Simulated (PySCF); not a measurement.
## A study: C3H8Si2, SMILES `[SiH3]C1C=C[SiH2]1`

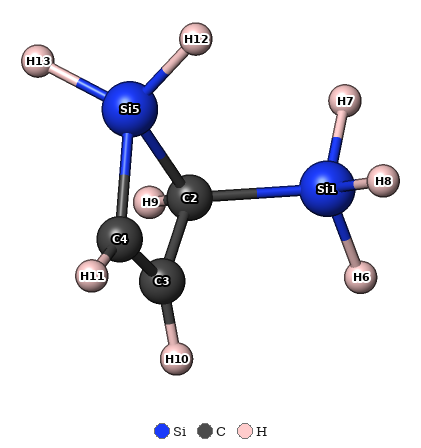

The molecule, with its atoms numbered as below. No frequency check shows the geometry to be a minimum.

Coordinates in Å:

```
Si1     -1.9447    0.1334   -0.1631
C2      -0.2433   -0.1174    0.6321
C3       0.4792   -1.3483    0.1627
C4       1.6186   -0.9205   -0.3887
Si5      1.2844    0.8934   -0.0066
H6      -2.8490   -0.9574    0.2176
H7      -2.5014    1.4051    0.3052
H8      -1.8137    0.1523   -1.6217
H9      -0.3665   -0.1134    1.7185
H10      0.1051   -2.3580    0.2602
H11      2.3859   -1.5184   -0.8541
H12      1.0541    1.8126   -1.1193
H13      2.1032    1.5188    1.0327
```

Part 1: Bonding charge

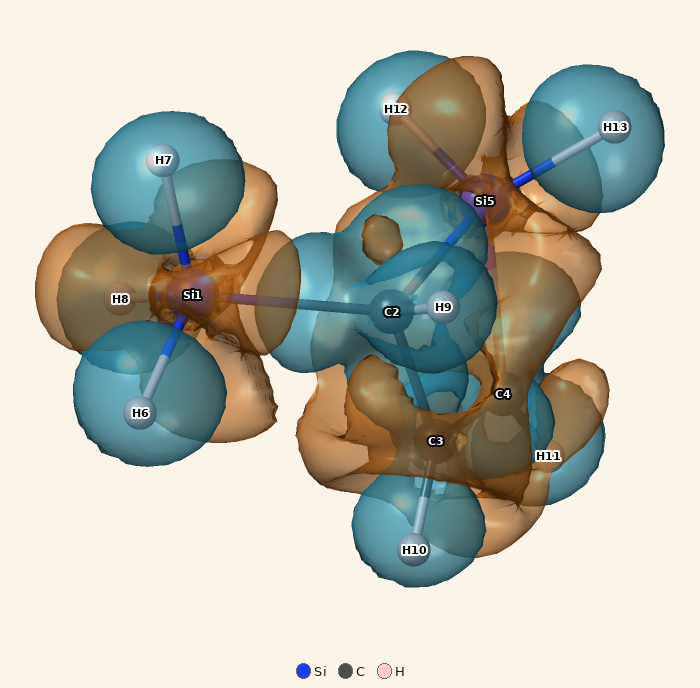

Deformation density (molecule less spherical, spin-averaged free atoms at the same positions), surfaces at ±0.05 e/Å³; light blue: gain, orange: loss.

Computed with PySCF, B3LYP/def2-SVPD, geometry: GFN2-xTB.

How much density has each bond gained at its critical point, relative to the free atoms?

Answer. The five largest and four smallest: C3–H10: +0.72 e/Å³ at the bond critical point (bond length 1.08 Å). C3–C4: +0.71 e/Å³ at the bond critical point (bond length 1.34 Å). C4–H11: +0.70 e/Å³ at the bond critical point (bond length 1.08 Å). C2–H9: +0.61 e/Å³ at the bond critical point (bond length 1.09 Å). C2–C3: +0.46 e/Å³ at the bond critical point (bond length 1.50 Å). Si1–H6: +0.17 e/Å³ at the bond critical point (bond length 1.47 Å). Si1–C2: +0.14 e/Å³ at the bond critical point (bond length 1.90 Å). C4–Si5: +0.13 e/Å³ at the bond critical point (bond length 1.88 Å). C2–Si5: +0.11 e/Å³ at the bond critical point (bond length 1.94 Å); up to 0.6 Å beside the axis the gain reaches +0.29 e/Å³. In all, 3.1 electrons gather in the regions of gain relative to the promolecule. A small or negative value marks a very polar bond, one between electron-rich atoms, whose free-atom densities already overlap strongly, a long bond to a heavier atom, or a closed-shell contact such as a hydrogen bond.

Where do the Hirshfeld charges lie?

Answer. The highest Hirshfeld charge is on Si5 (+0.35 e), the lowest on C2 (−0.19 e).

Part 2: Electrostatic potential

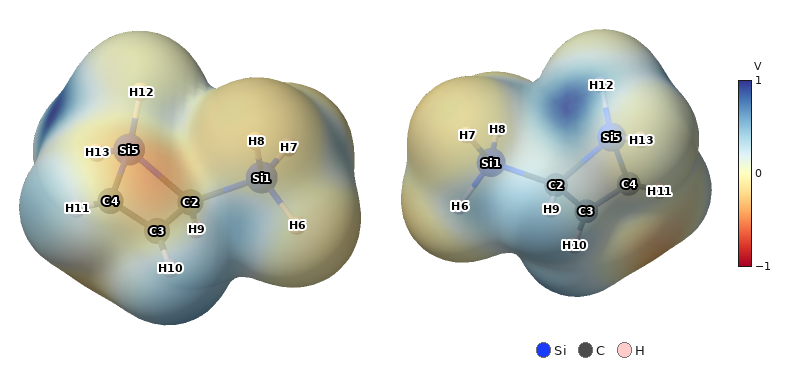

Electrostatic potential on the surface of electron density 0.001 a.u. (back view left, front view right).

Where are the extremes of the potential on the surface?

Answer. Highest: 0.97 V, near Si5 (2.06 Å), H13 (2.14 Å) and H12 (2.18 Å). Further maxima include 0.65 V, 1.3 Å from H10; 0.57 V, near H9 (1.92 Å) and H6 (2.11 Å). Lowest: −0.43 V, off the C3–C4 bond (2.2 to 2.3 Å from its atoms). Further minima include −0.15 V, 1.5 Å from H6; −0.15 V, 1.5 Å from H7. The surface is sampled at points, so like sites can differ by a few per cent and only the strongest of them is named.

What volume does the surface enclose, and what is the dipole moment?

Answer. About 151 Å³; the dipole moment is 0.6 D.

Part 3: Removing or adding an electron

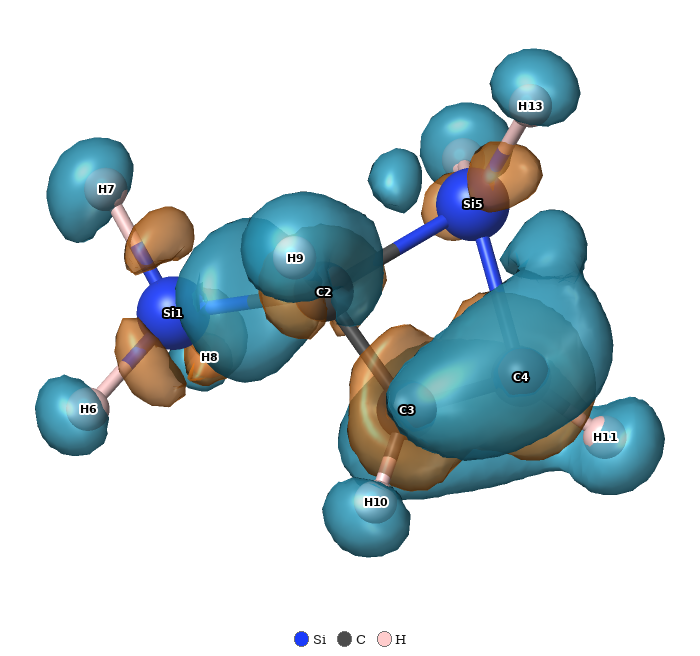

Fukui function f⁻ = ρ(N) − ρ(N−1) at fixed geometry, surfaces at ±0.02 e/Å³ (light blue positive, orange negative).

Method: B3LYP/6-31+G*; geometry: GFN2-xTB; program: PySCF.

On which atoms does the density change most on removal of an electron?

Answer. f⁻ (Hirshfeld-condensed) is largest on C4 (0.18), C3 (0.14) and Si5 (0.11); the vertical ionisation energy is 9.17 eV. Condensed values hint at sites of electrophilic attack but needn't mark the atom that reacts. Shares this close don't rank the sites. Orbital relaxation makes it negative in places (0.25 e in all).

| atom | f⁻ | charge |
| --- | --- | --- |
| Si1 | +0.11 | +0.31 |
| C2 | +0.06 | −0.21 |
| C3 | +0.14 | −0.03 |
| C4 | +0.18 | −0.16 |
| Si5 | +0.11 | +0.35 |
| H6 | +0.04 | −0.09 |
| H7 | +0.05 | −0.08 |
| H8 | +0.03 | −0.08 |
| H9 | +0.06 | +0.04 |
| H10 | +0.05 | +0.05 |
| H11 | +0.07 | +0.04 |
| H12 | +0.05 | −0.07 |
| H13 | +0.05 | −0.07 |

Part 4: Magnetic shielding

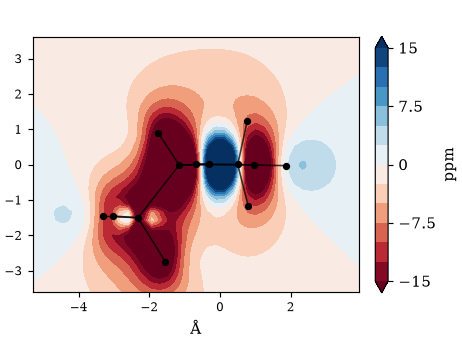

NICSzz (the component normal to the ring) in a plane perpendicular to the 4-membered ring C2/C3/C4/Si5; GIAO shieldings; atoms are projected onto the map; negative values mean shielding.

Computed with PySCF, B3LYP/def2-SVP, geometry: GFN2-xTB.

Is the ring aromatic by this magnetic criterion?

Answer. It is neither clearly shielded nor deshielded above its centre; an sp³ atom breaks the ring's conjugation, so the values mix its σ bonds and separate π bonds and show no closed π ring current: NICS(0) = +1.9, NICS(1) = −1.0, NICS(1)zz = +4.3 ppm.
